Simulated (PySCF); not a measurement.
# C5H5ClN2: the cost of one run

Programs: PySCF 2.14.0, with routines of our own; each step states its level. All values are computed. Atoms count from 0.

### Step 1. The system as given

13 atoms, charge 0, multiplicity 1; geometry from: GFN2-xTB.

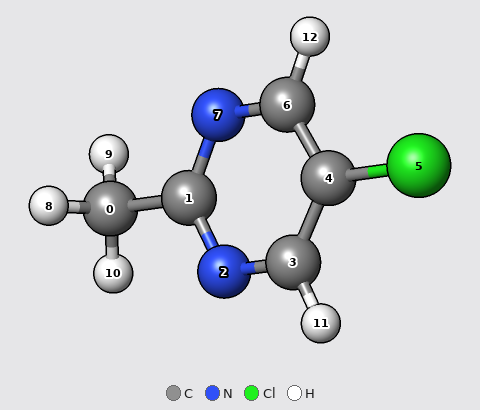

The starting geometry (carbon grey, nitrogen blue, chlorine green, hydrogen white).

### Step 2. Vibronic structure: TDDFT PBE0/cc-pVDZ

What the job is given:

```
{"job": {"kind": "vib", "xc": "PBE0", "basis": "cc-pVDZ", "tda": false}, "charge": 0, "multiplicity": 1}
C      2.240160    -0.248182    -0.043831
C      0.759622    -0.089195    -0.027033
N      0.248804     1.014614    -0.561697
C     -1.059931     1.168719    -0.535532
C     -1.890831     0.207525     0.031017
Cl    -3.601821     0.396718     0.064089
C     -1.269297    -0.915413     0.567292
N      0.040756    -1.055650     0.533731
H      2.655498     0.188931     0.863372
H      2.498585    -1.302503    -0.064866
H      2.659968     0.273975    -0.898167
H     -1.452759     2.075611    -0.975985
H     -1.833142    -1.714663     1.029884
```

Method: TDDFT PBE0/cc-pVDZ vertical-gradient vibronic structure (displaced harmonic oscillators, Condon), gas phase.

Run with:

```sh
$ OMP_NUM_THREADS=1 python excited_run.py task.json out
```

The driver reads the jobs from task.json and runs them one after another.

Q: Estimate the wall time and peak memory of this first job on 1 thread of Arm Neoverse N1, shared host.

About 55 s, with a peak of 0.77 GiB.
